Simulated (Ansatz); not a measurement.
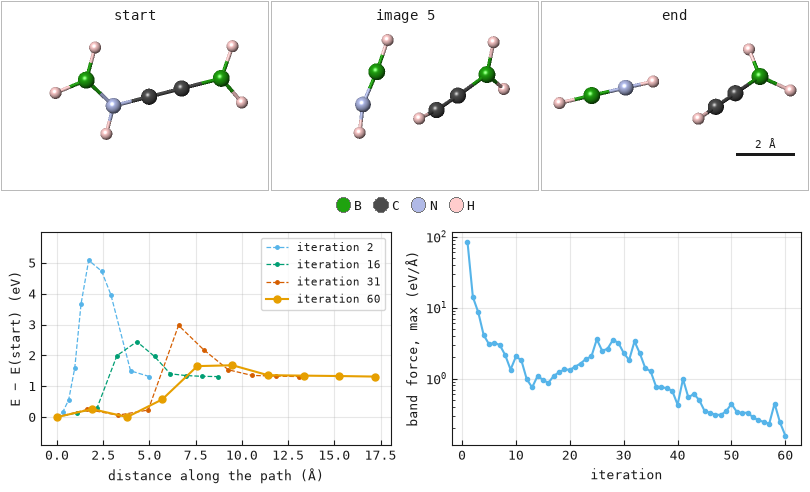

A search for the minimum-energy path of C2H5B2N by the nudged elastic band. Images are numbered from 0 (start) to 9 (end). The plot follows the band through its iterations. Style: ball-and-stick. Shown at a tilt.

Method: RKS PBE0-D4/def2-mTZVP (Ansatz 0.2.0). Set-up: 8 movable images; no climbing image; force threshold 0.05 eV/Å; iteration limit 60; starting path through a guess of the saddle point.

Q: Judge this run.

A: The result isn't final. The band hadn't converged when the run stopped after 60 iterations. The largest component of the band force went from 85 to 0.16 eV/Å. The barrier read from it is provisional: over the last two iterations the highest image moved from 1.73 eV to 1.68 eV. The first iteration put the highest image at 14.90 eV. The highest point, image 5, lies 1.68 eV above the start and 0.37 eV above the end; the end is at +1.31 eV relative to the start. The profile has 2 maxima (images 1, 5) with a dip at image 2 (0.00 eV), which on an unconverged band is provisional.
